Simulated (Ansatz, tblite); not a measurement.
# Cl₄Cu₄H₁₂N₄: rung by rung

How do method and basis change the picture of Cl₄Cu₄H₁₂N₄ (singlet)?

Computed with Ansatz 0.2.0, Gaussian basis. Level: as each input shows.

Levels to be run: GFN1-xTB, GFN2-xTB, PBE-D4/def2-SVP, r2SCAN-D4/def2-SVP, HF/6-31G, B3LYP-D4/6-31G, MP2/def2-SVP.

9 further runs of the same task are left out: 7 that didn't finish, 2 set aside as unsound or not needed. Runs told in other sessions of the task aren't counted.

### Step 1. The structure

The singlet was relaxed beforehand with PBE-D4/def2-SVP.

24 atoms, charge 0, spin multiplicity 1.

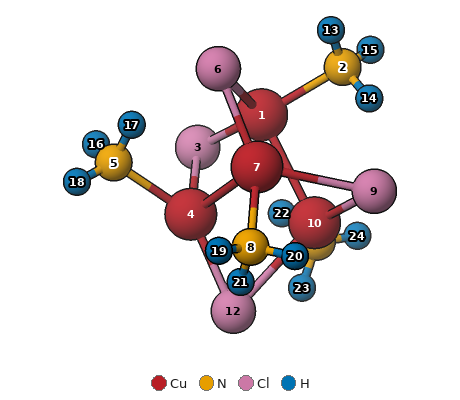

The geometry (copper red, nitrogen amber, chlorine pink, hydrogen blue); atoms are numbered from 1 in the order of the file.

No spin-orbit coupling is included.

PBE0-D4/def2-SVP was run before; its log isn't repeated, and its numbers join the tables.

### Step 2. GFN1-xTB

Tight binding, by tblite at 300 K electronic temperature and without a spin-polarisation term:

```python
tblite.interface.Calculator('GFN1-xTB', numbers, positions, charge=0, uhf=0).singlepoint()
```

Energy -1488.9958 eV, HOMO -10.90 eV, LUMO -8.98 eV; 0.028 s.

### Step 3. GFN2-xTB

Tight binding, by tblite at 300 K electronic temperature and without a spin-polarisation term:

```python
tblite.interface.Calculator('GFN2-xTB', numbers, positions, charge=0, uhf=0).singlepoint()
```

Energy -1410.6619 eV, HOMO -9.49 eV, LUMO -5.73 eV; 0.029 s.

### Step 4. PBE-D4/def2-SVP

start.molden holds the orbitals of an earlier run on this state, given as this run's starting guess.

Input file in.yaml:

```yaml
crystal:
  periodic: [false, false, false]
  atoms:
    - {symbol: Cu, position_ang: [0.914522, -1.187266, -0.565812]}
    - {symbol: N, position_ang: [-0.137429, -2.857168, -1.036114]}
    - {symbol: Cl, position_ang: [2.511048, 0.210767, -1.303089]}
    - {symbol: Cu, position_ang: [0.893532, 1.276187, 0.366228]}
    - {symbol: N, position_ang: [2.282165, 0.900476, 1.799661]}
    - {symbol: Cl, position_ang: [0.822117, -1.966404, 1.872598]}
    - {symbol: Cu, position_ang: [-0.751836, -0.453729, 1.338967]}
    - {symbol: N, position_ang: [-1.947112, 0.991485, 2.121001]}
    - {symbol: Cl, position_ang: [-2.647145, -0.981249, -0.293313]}
    - {symbol: Cu, position_ang: [-1.060320, 0.366202, -1.143825]}
    - {symbol: N, position_ang: [-0.196838, 0.964224, -2.883292]}
    - {symbol: Cl, position_ang: [-0.687213, 2.739189, -0.276763]}
    - {symbol: H, position_ang: [0.033833, -3.539855, -0.283641]}
    - {symbol: H, position_ang: [-1.131012, -2.563606, -0.954546]}
    - {symbol: H, position_ang: [-0.012956, -3.334141, -1.938486]}
    - {symbol: H, position_ang: [3.188828, 0.818350, 1.317462]}
    - {symbol: H, position_ang: [2.041438, -0.048547, 2.147117]}
    - {symbol: H, position_ang: [2.401570, 1.523495, 2.608370]}
    - {symbol: H, position_ang: [-1.903023, 1.244163, 3.116456]}
    - {symbol: H, position_ang: [-2.918027, 0.729976, 1.897274]}
    - {symbol: H, position_ang: [-1.727729, 1.836594, 1.557903]}
    - {symbol: H, position_ang: [0.815584, 0.777896, -2.742116]}
    - {symbol: H, position_ang: [-0.305566, 1.987738, -2.933852]}
    - {symbol: H, position_ang: [-0.478431, 0.565222, -3.788179]}
basis:
  gaussian: {orbitals: def2-SVP, initial_orbitals: start.molden}
hamiltonian: {xc: pbe, dispersion: d4}
scf: {omitted_lower_state_checks: [starts]}
output: {orbitals: {seedname: orbitals}}
```

Command:

```
$ ansatz run in.yaml --threads 4 --pin off --events-out ev --progress --plain --max-ram 6963MiB
```

Further steps of the session: r2SCAN-D4/def2-SVP; HF/6-31G; B3LYP-D4/6-31G; MP2/def2-SVP.

**Question.** What will the summary of the whole plan be? Wanted: gap in def2-SVP, named functionals, smallest and largest; correlation energy, MP2/def2-SVP; binding an atom, functionals in def2-SVP.

The runs gave:

```
                                                quantity                                value
gap in def2-SVP, named functionals, smallest and largest  2.03 eV (PBE-D4), 4.49 eV (PBE0-D4)
                        correlation energy, MP2/def2-SVP                            -71.58 eV
                binding an atom, functionals in def2-SVP   3.28 (PBE0-D4) to 3.41 eV (PBE-D4)
```

What this shows: Orbital gaps of the named functionals in def2-SVP span 2.03 eV (PBE-D4) to 4.49 eV (PBE0-D4); exact exchange widens it.
